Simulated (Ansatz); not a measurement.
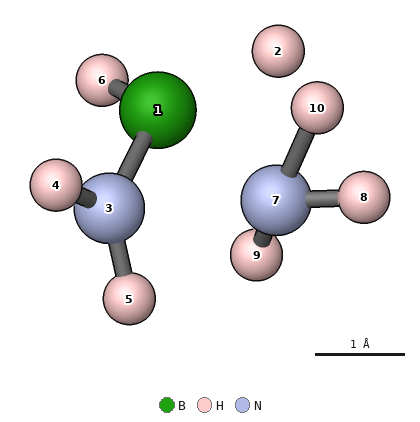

*The input geometry (ball-and-stick view, seen at a tilt; atoms are numbered from 1 in the order of the input).*

Run report: BN₂H₇, nudged elastic band

BN₂H₇, set up with RKS B3LYP-D4/6-31G* (Ansatz 0.2.0).

One setting was made poor on purpose. It belongs to a series of runs on one base structure; here: band between the two ends.

### Input
```yaml
crystal:
  periodic: [false, false, false]
  atoms:
    - { symbol: B, position_ang: [0.0, 0.0, 0.0] }
    - { symbol: H, position_ang: [0.0, 0.0, 1.54] }
    - { symbol: "N", position_ang: [1.3423, 0.0, -0.775] }
    - { symbol: H, position_ang: [1.8089, -0.9179, -1.0268] }
    - { symbol: H, position_ang: [1.7937, 0.9179, -1.0532] }
    - { symbol: H, position_ang: [-1.0305, 0.0, -0.595] }
    - { symbol: "N", position_ang: [0.0829, 1.7537, 0.5833] }
    - { symbol: H, position_ang: [0.4765, 1.9752, 1.5423] }
    - { symbol: H, position_ang: [-0.2631, 2.537, -0.0414] }
    - { symbol: H, position_ang: [0.0424, 0.8968, 1.5631] }
basis:
  gaussian: { orbitals: "6-31G*" }
hamiltonian:
  xc: b3lyp
  dispersion: d4
neb:
  order_check: false
  images: 5
  f_tol: 0.05
  max_iterations: 60
  final_atoms:
    - { symbol: B, position_ang: [0.0, 0.0, 0.0] }
    - { symbol: H, position_ang: [0.0, 0.0, 1.54] }
    - { symbol: "N", position_ang: [1.3423, 0.0, -0.775] }
    - { symbol: H, position_ang: [1.8089, -0.9179, -1.0268] }
    - { symbol: H, position_ang: [1.7937, 0.9179, -1.0532] }
    - { symbol: H, position_ang: [-1.0305, 0.0, -0.595] }
    - { symbol: "N", position_ang: [0.0829, 1.7537, 0.5833] }
    - { symbol: H, position_ang: [0.4765, 1.9752, 1.5423] }
    - { symbol: H, position_ang: [-0.2631, 2.537, -0.0414] }
    - { symbol: H, position_ang: [0.0424, 0.8968, 1.5631] }
  initial_path:
    images:
      - { positions_ang: [[0.0, 0.0, 0.0], [0.0, 0.0, 1.54], [1.3423, 0.0, -0.775], [1.8089, -0.9179, -1.0268], [1.7937, 0.9179, -1.0532], [-1.0305, 0.0, -0.595], [0.0829, 1.7537, 0.5833], [0.4765, 1.9752, 1.5423], [-0.2631, 2.537, -0.0414], [0.0424, 0.8968, 1.5631]] }
      - { positions_ang: [[0.0, 0.0, 0.0], [0.0, 0.0, 1.54], [1.3423, 0.0, -0.775], [1.8089, -0.9179, -1.0268], [1.7937, 0.9179, -1.0532], [-1.0305, 0.0, -0.595], [0.0829, 1.7537, 0.5833], [0.4765, 1.9752, 1.5423], [-0.2631, 2.537, -0.0414], [0.0424, 0.8968, 1.5631]] }
      - { positions_ang: [[0.0, 0.0, 0.0], [0.0, 0.0, 1.54], [1.3423, 0.0, -0.775], [1.8089, -0.9179, -1.0268], [1.7937, 0.9179, -1.0532], [-1.0305, 0.0, -0.595], [0.0829, 1.7537, 0.5833], [0.4765, 1.9752, 1.5423], [-0.2631, 2.537, -0.0414], [0.0424, 0.8968, 1.5631]] }
      - { positions_ang: [[0.0, 0.0, 0.0], [0.0, 0.0, 1.54], [1.3423, 0.0, -0.775], [1.8089, -0.9179, -1.0268], [1.7937, 0.9179, -1.0532], [-1.0305, 0.0, -0.595], [0.0829, 1.7537, 0.5833], [0.4765, 1.9752, 1.5423], [-0.2631, 2.537, -0.0414], [0.0424, 0.8968, 1.5631]] }
      - { positions_ang: [[0.0, 0.0, 0.0], [0.0, 0.0, 1.54], [1.3423, 0.0, -0.775], [1.8089, -0.9179, -1.0268], [1.7937, 0.9179, -1.0532], [-1.0305, 0.0, -0.595], [0.0829, 1.7537, 0.5833], [0.4765, 1.9752, 1.5423], [-0.2631, 2.537, -0.0414], [0.0424, 0.8968, 1.5631]] }
      - { positions_ang: [[0.0, 0.0, 0.0], [0.0, 0.0, 1.54], [1.3423, 0.0, -0.775], [1.8089, -0.9179, -1.0268], [1.7937, 0.9179, -1.0532], [-1.0305, 0.0, -0.595], [0.0829, 1.7537, 0.5833], [0.4765, 1.9752, 1.5423], [-0.2631, 2.537, -0.0414], [0.0424, 0.8968, 1.5631]] }
      - { positions_ang: [[0.0, 0.0, 0.0], [0.0, 0.0, 1.54], [1.3423, 0.0, -0.775], [1.8089, -0.9179, -1.0268], [1.7937, 0.9179, -1.0532], [-1.0305, 0.0, -0.595], [0.0829, 1.7537, 0.5833], [0.4765, 1.9752, 1.5423], [-0.2631, 2.537, -0.0414], [0.0424, 0.8968, 1.5631]] }
```

Command:
```bash
ansatz run input.yaml --threads 1 --pin off --max-ram 2048MiB --backend cpu --events-out ev --progress --plain --runs-dir out
```

### The program's output
```
Error: invalid value for `neb.final_atoms`: is identical to crystal.atoms — the two endpoints must differ for a path to exist
```

### What the run reported

- outcome: refused by the program
- hardware: 1 thread of Arm Neoverse V1, 24 GiB of memory available, shared host

### Diagnosis

The program refused the input: “invalid value for `neb.final_atoms`: is identical to crystal.atoms — the two endpoints must differ for a path to exist” A deliberately poor setting: ends not relaxed.
